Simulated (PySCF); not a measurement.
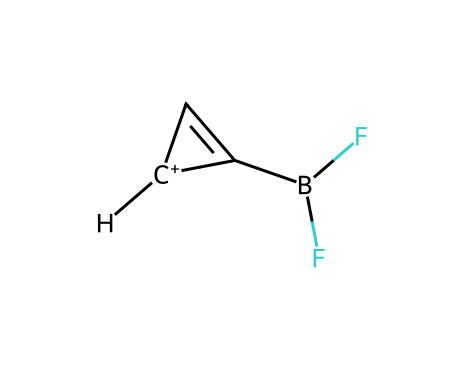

Simulated data, not a measurement (program: PySCF).

The species has charge +1 and is a spin singlet.

> Give its SMILES.

FB(F)c1c[cH+]1

> Give the formula, hydrogens included.

C3H2BF2, charge +1.
